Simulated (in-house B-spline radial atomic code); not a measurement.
# Ti⁴⁺: a fraction of an electron removed from 2p

Aim: the energy of Ti⁴⁺ as a fraction of an electron is removed from 2p, to see how far it bends away from a straight line.

Method: scalar-relativistic (spin-free one-electron X2C) B3LYP, spin-polarised, spherical fractional occupations, Fermi nucleus, basis-set limit. Code: in-house B-spline radial atomic code version 1.

### 1 Starting point

| Quantity | Value |
| --- | --- |
| element | titanium (Z = 22) |
| charge | +4 |
| electrons | 18 |
| configuration | [Ne] 3s2 3p6 |
| Hamiltonian | scalar-relativistic (X2C) |
| nucleus | Fermi, rms radius 3.592 fm |

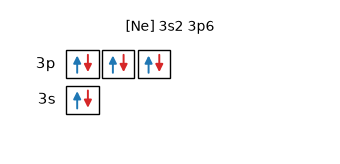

The shells outside the core, filled by Hund's rule for the drawing.

Where spins are not typed, each open shell is filled with up spins first.

### 2 The start, at fraction 0

Settings of the run:

```ini
Z = 22
electrons = 18.0
configuration = [Ne] 3s2 3p6
hamiltonian = x2c
method = b3lyp
spin_polarised = True
nucleus = fermi
rms_radius = 3.5921
mass_number = 48
atomic_mass = 47.947940677
speed_of_light = 137.035999084
```

Main fields of the result record, rounded:

```text
{
  "status": "converged",
  "scf [iteration, energy, orbital gradient]": [
    [1, -845.032497694, 0.483],
    [2, -849.589233994, 0.183],
    [3, -850.273191593, 0.0608],
    [4, -850.34845645, 0.0203],
    [5, -850.355502811, 0.00668],
    [6, -850.356766821, 0.000315],
    [7, -850.356768449, 1e-05],
    [8, -850.35676845, 9.78e-08]
  ],
  "energy [hartree]": {"total": -850.35676845, "kinetic": 858.504392332, "nuclear": -1986.78372674, "coulomb": 318.746875614, "exact_exchange": -8.00142692064, "xc": -32.8228827315},
  "orbitals [hartree, bohr; up spins, the down spins are equal]": [
    ["name", "occ", "eps", "<r>", "<r^2>", "<1/r>", "r_max"],
    ["1s up", 1.0, -181.95104, 0.069329, 0.0064774, 22.017, 0.045268],
    ["2s up", 1.0, -22.167619, 0.32434, 0.12444, 4.5831, 0.26877],
    ["2p up", 3.0, -18.683421, 0.28956, 0.10338, 4.4541, 0.21948],
    ["3s up", 1.0, -4.3169013, 0.9748, 1.0896, 1.4465, 0.85656],
    ["3p up", 3.0, -3.3698321, 1.0279, 1.2308, 1.3285, 0.88068]
  ],
  "sum_r [bohr^k]": {"-1": 90.78889, "1": 10.64183, "2": 10.44605}
}
```

Run time: 0.25 s. Hardware: 1 thread, shared host.

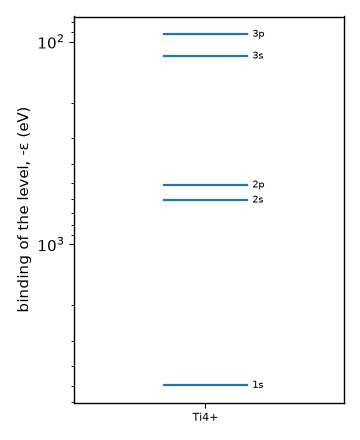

Orbital energies of this run on a logarithmic scale (up spins).

### 3 0.07 electron removed from 2p

Changes to the settings of step 2:

```diff
@@ -1,4 +1,4 @@
 Z = 22
-electrons = 18.0
-configuration = [Ne] 3s2 3p6
+electrons = 17.93
+configuration = [He] 2s2 2p5.93 3s2 3p6
 hamiltonian = x2c
```

Results of the run:

```text
{
  "status": "converged",
  "scf [iteration, energy, orbital gradient]": [
    [1, -843.621480328, 0.488],
    [2, -848.27324305, 0.226],
    [3, -848.959613117, 0.0707],
    [4, -849.035699394, 0.0228],
    [5, -849.042909261, 0.00808],
    [6, -849.044179207, 0.00033],
    [7, -849.044180957, 1.08e-05],
    [8, -849.044180958, 1.17e-07]
  ],
  "energy [hartree]": {"total": -849.044180958, "kinetic": 857.192604353, "nuclear": -1982.10998379, "coulomb": 316.518030814, "exact_exchange": -7.94927210675, "xc": -32.695560226},
  "orbitals [hartree, bohr; first row names the columns]": [
    ["name", "occ", "eps", "<r>"],
    ["1s up", 1.0, -182.1675, 0.069327],
    ["1s down", 1.0, -182.15807, 0.069324],
    ["2s up", 1.0, -22.32105, 0.32395],
    ["2s down", 1.0, -22.302998, 0.32402],
    ["2p up", 3.0, -18.848409, 0.28906],
    ["2p down", 2.93, -18.819151, 0.28917],
    ["3s up", 1.0, -4.3849655, 0.97116],
    ["3s down", 1.0, -4.3835, 0.9714],
    ["3p up", 3.0, -3.4361129, 1.0225],
    ["3p down", 3.0, -3.434493, 1.0229]
  ],
  "sum_r [bohr^k]": {"-1": 90.57661, "1": 10.57958, "2": 10.3429},
  "energy_minus_base [hartree]": 1.31258749
}
```

Wall time 0.13 s (1 thread, shared host).

energy_minus_base is the energy less that of the reference run.

### 4 0.23 electron removed from 2p

Changes to the settings of step 3:

```diff
@@ -1,4 +1,4 @@
 Z = 22
-electrons = 17.93
-configuration = [He] 2s2 2p5.93 3s2 3p6
+electrons = 17.77
+configuration = [He] 2s2 2p5.77 3s2 3p6
 hamiltonian = x2c
```

Results of the run:

```text
{
  "status": "converged",
  "scf [iteration, energy, orbital gradient]": [
    [1, -840.362503099, 0.497],
    [2, -845.230906867, 0.232],
    [3, -845.921496804, 0.0727],
    [4, -845.999333958, 0.0238],
    [5, -846.006916018, 0.00835],
    [6, -846.008196687, 0.000304],
    [7, -846.008198142, 1.18e-05],
    [8, -846.008198143, 1.41e-07]
  ],
  "energy [hartree]": {"total": -846.008198143, "kinetic": 854.15836422, "nuclear": -1971.35710957, "coulomb": 311.429686066, "exact_exchange": -7.83381493506, "xc": -32.4053239273},
  "orbitals [hartree, bohr; first row names the columns]": [
    ["name", "occ", "eps", "<r>"],
    ["1s up", 1.0, -182.66542, 0.069324],
    ["1s down", 1.0, -182.63416, 0.069313],
    ["2s up", 1.0, -22.673751, 0.32306],
    ["2s down", 1.0, -22.61392, 0.3233],
    ["2p up", 3.0, -19.227875, 0.28791],
    ["2p down", 2.77, -19.131002, 0.28829],
    ["3s up", 1.0, -4.5419585, 0.96298],
    ["3s down", 1.0, -4.537063, 0.96377],
    ["3p up", 3.0, -3.5892953, 1.0103],
    ["3p down", 3.0, -3.5838458, 1.0115]
  ],
  "sum_r [bohr^k]": {"-1": 90.08822, "1": 10.43944, "2": 10.11376},
  "energy_minus_base [hartree]": 4.34857031
}
```

Run time: 0.13 s. Hardware: 1 thread, shared host.

### 5 0.28 electron removed from 2p

Changes to the settings of step 4:

```diff
@@ -1,4 +1,4 @@
 Z = 22
-electrons = 17.77
-configuration = [He] 2s2 2p5.77 3s2 3p6
+electrons = 17.72
+configuration = [He] 2s2 2p5.72 3s2 3p6
 hamiltonian = x2c
```

Results of the run:

```text
{
  "status": "converged",
  "scf [iteration, energy, orbital gradient]": [
    [1, -839.334175092, 0.499],
    [2, -844.270295651, 0.234],
    [3, -844.961867932, 0.0733],
    [4, -845.040218824, 0.0241],
    [5, -845.04791687, 0.00844],
    [6, -845.049199973, 0.000297],
    [7, -845.049201342, 1.2e-05],
    [8, -845.049201344, 1.47e-07]
  ],
  "energy [hartree]": {"total": -845.049201344, "kinetic": 853.199890157, "nuclear": -1967.9769184, "coulomb": 309.841508248, "exact_exchange": -7.79881340486, "xc": -32.3148679411},
  "orbitals [hartree, bohr; first row names the columns]": [
    ["name", "occ", "eps", "<r>"],
    ["1s up", 1.0, -182.82192, 0.069323],
    ["1s down", 1.0, -182.78376, 0.069309],
    ["2s up", 1.0, -22.784538, 0.32278],
    ["2s down", 1.0, -22.711499, 0.32307],
    ["2p up", 3.0, -19.347125, 0.28756],
    ["2p down", 2.72, -19.228907, 0.28801],
    ["3s up", 1.0, -4.5914208, 0.96046],
    ["3s down", 1.0, -4.5854304, 0.96142],
    ["3p up", 3.0, -3.6376425, 1.0066],
    ["3p down", 3.0, -3.6309598, 1.0081]
  ],
  "sum_r [bohr^k]": {"-1": 89.9347, "1": 10.39624, "2": 10.04398},
  "energy_minus_base [hartree]": 5.30756711
}
```

Run time: 0.13 s. Hardware: 1 thread, shared host.

### 6 0.43 electron removed from 2p

Changes to the settings of step 5:

```diff
@@ -1,4 +1,4 @@
 Z = 22
-electrons = 17.72
-configuration = [He] 2s2 2p5.72 3s2 3p6
+electrons = 17.57
+configuration = [He] 2s2 2p5.57 3s2 3p6
 hamiltonian = x2c
```

Results of the run:

```text
{
  "status": "converged",
  "scf [iteration, energy, orbital gradient]": [
    [1, -836.220849083, 0.505],
    [2, -841.36003664, 0.239],
    [3, -842.05363618, 0.0748],
    [4, -842.133432356, 0.0249],
    [5, -842.141476662, 0.00867],
    [6, -842.142764503, 0.000277],
    [7, -842.142765635, 1.27e-05],
    [8, -842.142765637, 1.58e-07]
  ],
  "energy [hartree]": {"total": -842.142765637, "kinetic": 850.294961144, "nuclear": -1957.77965626, "coulomb": 305.083112209, "exact_exchange": -7.69691958882, "xc": -32.044263137},
  "orbitals [hartree, bohr; first row names the columns]": [
    ["name", "occ", "eps", "<r>"],
    ["1s up", 1.0, -183.29394, 0.06932],
    ["1s down", 1.0, -183.23485, 0.069299],
    ["2s up", 1.0, -23.118504, 0.32195],
    ["2s down", 1.0, -23.005394, 0.32239],
    ["2p up", 3.0, -19.706766, 0.2865],
    ["2p down", 2.57, -19.523883, 0.28719],
    ["3s up", 1.0, -4.740947, 0.95301],
    ["3s down", 1.0, -4.7316045, 0.95445],
    ["3p up", 3.0, -3.7840398, 0.99559],
    ["3p down", 3.0, -3.773552, 0.99784]
  ],
  "sum_r [bohr^k]": {"-1": 89.47154, "1": 10.26828, "2": 9.839617},
  "energy_minus_base [hartree]": 8.21400281
}
```

Wall time 0.13 s (1 thread, shared host).

### 7 0.5 electron removed from 2p

Changes to the settings of step 6:

```diff
@@ -1,4 +1,4 @@
 Z = 22
-electrons = 17.57
-configuration = [He] 2s2 2p5.57 3s2 3p6
+electrons = 17.5
+configuration = [He] 2s2 2p5.5 3s2 3p6
 hamiltonian = x2c
```

Results of the run:

```text
{
  "status": "converged",
  "scf [iteration, energy, orbital gradient]": [
    [1, -834.75169367, 0.507],
    [2, -839.987100801, 0.241],
    [3, -840.681319284, 0.0759],
    [4, -840.761758948, 0.0253],
    [5, -840.769965899, 0.00878],
    [6, -840.771254966, 0.000267],
    [7, -840.771255997, 1.29e-05],
    [8, -840.771255999, 1.59e-07]
  ],
  "energy [hartree]": {"total": -840.771255999, "kinetic": 848.924123053, "nuclear": -1952.99191656, "coulomb": 302.865914462, "exact_exchange": -7.65097689521, "xc": -31.9184000568},
  "orbitals [hartree, bohr; first row names the columns]": [
    ["name", "occ", "eps", "<r>"],
    ["1s up", 1.0, -183.51552, 0.069318],
    ["1s down", 1.0, -183.44655, 0.069294],
    ["2s up", 1.0, -23.275174, 0.32156],
    ["2s down", 1.0, -23.14313, 0.32208],
    ["2p up", 3.0, -19.875565, 0.28601],
    ["2p down", 2.5, -19.662174, 0.28681],
    ["3s up", 1.0, -4.8113075, 0.94958],
    ["3s down", 1.0, -4.8003658, 0.95124],
    ["3p up", 3.0, -3.8530509, 0.99058],
    ["3p down", 3.0, -3.840733, 0.99317]
  ],
  "sum_r [bohr^k]": {"-1": 89.25409, "1": 10.20938, "2": 9.746718},
  "energy_minus_base [hartree]": 9.58551245
}
```

Run time: 0.13 s. Hardware: 1 thread, shared host.

### 8 0.59 electron removed from 2p

Changes to the settings of step 7:

```diff
@@ -1,4 +1,4 @@
 Z = 22
-electrons = 17.5
-configuration = [He] 2s2 2p5.5 3s2 3p6
+electrons = 17.41
+configuration = [He] 2s2 2p5.41 3s2 3p6
 hamiltonian = x2c
```

Results of the run:

```text
{
  "status": "converged",
  "scf [iteration, energy, orbital gradient]": [
    [1, -832.850173747, 0.508],
    [2, -838.208206525, 0.243],
    [3, -838.902725558, 0.0774],
    [4, -838.983934404, 0.0258],
    [5, -838.992347656, 0.00891],
    [6, -838.993636918, 0.000256],
    [7, -838.993637829, 1.31e-05],
    [8, -838.993637831, 1.59e-07]
  ],
  "energy [hartree]": {"total": -838.993637831, "kinetic": 847.147339161, "nuclear": -1946.80920614, "coulomb": 300.01865008, "exact_exchange": -7.5934227339, "xc": -31.7569981999},
  "orbitals [hartree, bohr; first row names the columns]": [
    ["name", "occ", "eps", "<r>"],
    ["1s up", 1.0, -183.80162, 0.069316],
    ["1s down", 1.0, -183.71982, 0.069287],
    ["2s up", 1.0, -23.477369, 0.32106],
    ["2s down", 1.0, -23.320752, 0.32167],
    ["2p up", 3.0, -20.093491, 0.28538],
    ["2p down", 2.41, -19.84056, 0.28632],
    ["3s up", 1.0, -4.9023111, 0.94523],
    ["3s down", 1.0, -4.8892804, 0.94717],
    ["3p up", 3.0, -3.9424233, 0.98424],
    ["3p down", 3.0, -3.9277009, 0.98725]
  ],
  "sum_r [bohr^k]": {"-1": 88.97327, "1": 10.13439, "2": 9.629497},
  "energy_minus_base [hartree]": 11.3631306
}
```

It took 0.14 s on 1 thread, shared host.

### 9 0.73 electron removed from 2p

Changes to the settings of step 8:

```diff
@@ -1,4 +1,4 @@
 Z = 22
-electrons = 17.41
-configuration = [He] 2s2 2p5.41 3s2 3p6
+electrons = 17.27
+configuration = [He] 2s2 2p5.27 3s2 3p6
 hamiltonian = x2c
```

Results of the run:

```text
{
  "status": "converged",
  "scf [iteration, energy, orbital gradient]": [
    [1, -829.857632776, 0.518],
    [2, -835.409718338, 0.247],
    [3, -836.104097581, 0.0797],
    [4, -836.186439992, 0.0265],
    [5, -836.195175479, 0.00911],
    [6, -836.196463123, 0.000238],
    [7, -836.196463867, 1.32e-05],
    [8, -836.196463869, 1.52e-07]
  ],
  "energy [hartree]": {"total": -836.196463869, "kinetic": 844.351398803, "nuclear": -1937.13136874, "coulomb": 295.597752849, "exact_exchange": -7.50730692963, "xc": -31.5069398513},
  "orbitals [hartree, bohr; first row names the columns]": [
    ["name", "occ", "eps", "<r>"],
    ["1s up", 1.0, -184.24936, 0.069313],
    ["1s down", 1.0, -184.14736, 0.069277],
    ["2s up", 1.0, -23.793585, 0.3203],
    ["2s down", 1.0, -23.59822, 0.32105],
    ["2p up", 3.0, -20.434482, 0.28441],
    ["2p down", 2.27, -20.119322, 0.28557],
    ["3s up", 1.0, -5.045073, 0.93856],
    ["3s down", 1.0, -5.0287178, 0.94092],
    ["3p up", 3.0, -4.0828788, 0.97459],
    ["3p down", 3.0, -4.0643002, 0.97824]
  ],
  "sum_r [bohr^k]": {"-1": 88.5337, "1": 10.01937, "2": 9.451943},
  "energy_minus_base [hartree]": 14.1603046
}
```

Wall time 0.13 s (1 thread, shared host).

### 10 0.78 electron removed from 2p

Changes to the settings of step 9:

```diff
@@ -1,4 +1,4 @@
 Z = 22
-electrons = 17.27
-configuration = [He] 2s2 2p5.27 3s2 3p6
+electrons = 17.22
+configuration = [He] 2s2 2p5.22 3s2 3p6
 hamiltonian = x2c
```

Results of the run:

```text
{
  "status": "converged",
  "scf [iteration, energy, orbital gradient]": [
    [1, -828.778071612, 0.523],
    [2, -834.400945133, 0.249],
    [3, -835.095128637, 0.0805],
    [4, -835.177861756, 0.0267],
    [5, -835.186713202, 0.00918],
    [6, -835.187999789, 0.000231],
    [7, -835.188000479, 1.32e-05],
    [8, -835.188000481, 1.48e-07]
  ],
  "energy [hartree]": {"total": -835.188000481, "kinetic": 843.343357314, "nuclear": -1933.657263, "coulomb": 294.021420961, "exact_exchange": -7.47756510186, "xc": -31.4179506583},
  "orbitals [hartree, bohr; first row names the columns]": [
    ["name", "occ", "eps", "<r>"],
    ["1s up", 1.0, -184.41006, 0.069312],
    ["1s down", 1.0, -184.30077, 0.069273],
    ["2s up", 1.0, -23.907014, 0.32002],
    ["2s down", 1.0, -23.697652, 0.32083],
    ["2p up", 3.0, -20.556851, 0.28407],
    ["2p down", 2.22, -20.219247, 0.2853],
    ["3s up", 1.0, -5.0964116, 0.9362],
    ["3s down", 1.0, -5.0788467, 0.93871],
    ["3p up", 3.0, -4.1334618, 0.9712],
    ["3p down", 3.0, -4.1134716, 0.97507]
  ],
  "sum_r [bohr^k]": {"-1": 88.37591, "1": 9.978763, "2": 9.389896},
  "energy_minus_base [hartree]": 15.168768
}
```

It took 0.13 s on 1 thread, shared host.

### 11 0.9 electron removed from 2p

Changes to the settings of step 10:

```diff
@@ -1,4 +1,4 @@
 Z = 22
-electrons = 17.22
-configuration = [He] 2s2 2p5.22 3s2 3p6
+electrons = 17.1
+configuration = [He] 2s2 2p5.1 3s2 3p6
 hamiltonian = x2c
```

Results of the run:

```text
{
  "status": "converged",
  "scf [iteration, energy, orbital gradient]": [
    [1, -826.167712694, 0.534],
    [2, -831.960076467, 0.252],
    [3, -832.653254097, 0.0825],
    [4, -832.736856786, 0.0272],
    [5, -832.745983087, 0.00933],
    [6, -832.747265521, 0.000216],
    [7, -832.747266092, 1.31e-05],
    [8, -832.747266094, 1.36e-07]
  ],
  "energy [hartree]": {"total": -832.747266094, "kinetic": 840.903597346, "nuclear": -1925.2814468, "coulomb": 290.244066178, "exact_exchange": -7.40837812526, "xc": -31.205104689},
  "orbitals [hartree, bohr; first row names the columns]": [
    ["name", "occ", "eps", "<r>"],
    ["1s up", 1.0, -184.79743, 0.069309],
    ["1s down", 1.0, -184.67048, 0.069264],
    ["2s up", 1.0, -24.180301, 0.31937],
    ["2s down", 1.0, -23.936993, 0.3203],
    ["2p up", 3.0, -20.851787, 0.28325],
    ["2p down", 2.1, -20.459838, 0.28466],
    ["3s up", 1.0, -5.2203758, 0.93062],
    ["3s down", 1.0, -5.1998594, 0.93348],
    ["3p up", 3.0, -4.2557589, 0.9632],
    ["3p down", 3.0, -4.2323061, 0.96759]
  ],
  "sum_r [bohr^k]": {"-1": 87.99548, "1": 9.882267, "2": 9.24381},
  "energy_minus_base [hartree]": 17.6095024
}
```

Run time: 0.13 s. Hardware: 1 thread, shared host.

### 12 1 electron removed from 2p

Changes to the settings of step 11:

```diff
@@ -1,4 +1,4 @@
 Z = 22
-electrons = 17.1
-configuration = [He] 2s2 2p5.1 3s2 3p6
+electrons = 17.0
+configuration = [He] 2s2 2p5 3s2 3p6
 hamiltonian = x2c
```

Results of the run:

```text
{
  "status": "converged",
  "scf [iteration, energy, orbital gradient]": [
    [1, -823.96809022, 0.547],
    [2, -829.904328988, 0.254],
    [3, -830.596304574, 0.084],
    [4, -830.680589429, 0.0277],
    [5, -830.68994482, 0.00945],
    [6, -830.691222591, 0.000204],
    [7, -830.691223075, 1.28e-05],
    [8, -830.691223077, 1.23e-07]
  ],
  "energy [hartree]": {"total": -830.691223077, "kinetic": 838.848326776, "nuclear": -1918.26077397, "coulomb": 287.102890635, "exact_exchange": -7.35310308323, "xc": -31.0285634306},
  "orbitals [hartree, bohr; first row names the columns]": [
    ["name", "occ", "eps", "<r>"],
    ["1s up", 1.0, -185.12207, 0.069307],
    ["1s down", 1.0, -184.98022, 0.069256],
    ["2s up", 1.0, -24.409172, 0.31883],
    ["2s down", 1.0, -24.137185, 0.31986],
    ["2p up", 3.0, -21.098909, 0.28257],
    ["2p down", 2.0, -20.661141, 0.28414],
    ["3s up", 1.0, -5.3244857, 0.92604],
    ["3s down", 1.0, -5.3014568, 0.92918],
    ["3p up", 3.0, -4.3586368, 0.95667],
    ["3p down", 3.0, -4.3322175, 0.96148]
  ],
  "sum_r [bohr^k]": {"-1": 87.67661, "1": 9.802881, "2": 9.125022},
  "energy_minus_base [hartree]": 19.6655454
}
```

It took 0.13 s on 1 thread, shared host.

### 13 Results

| fraction | energy change (eV) | less the straight line (eV) | level 2p down (eV) | sum of <r²> (bohr²) |
| --- | --- | --- | --- | --- |
| 0 | 0.0000 | 0.0000 | -508.40 | 10.446 |
| 0.07 | 35.7173 | -1.7415 | -512.10 | 10.343 |
| 0.23 | 118.3306 | -4.7485 | -520.58 | 10.114 |
| 0.28 | 144.4263 | -5.4092 | -523.25 | 10.044 |
| 0.43 | 223.5144 | -6.5901 | -531.27 | 9.8396 |
| 0.5 | 260.8351 | -6.7283 | -535.04 | 9.7467 |
| 0.59 | 309.2065 | -6.5182 | -539.89 | 9.6295 |
| 0.73 | 385.3215 | -5.3210 | -547.47 | 9.4519 |
| 0.78 | 412.7632 | -4.6357 | -550.19 | 9.3899 |
| 0.9 | 479.1790 | -2.4351 | -556.74 | 9.2438 |
| 1 | 535.1268 | 0.0000 | -562.22 | 9.1250 |

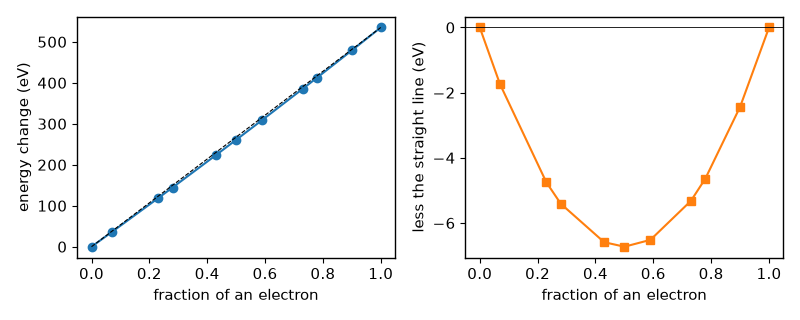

Energy against the fraction, with the straight line between the ends (left), and the difference from it (right).

What this shows: From fraction 0 to 1 the energy changes by 535.127 eV. It sags under the straight line by up to 6.73 eV (at 0.5). Slater's transition state, the slope from the orbital energy at fraction 0.5 (Janak's theorem), gives 535.035 eV for the whole step. Here exact exchange is taken at spherical fractional occupations, which leaves self-interaction in open p, d and f shells; that spoils the energies somewhat, at whole numbers too.
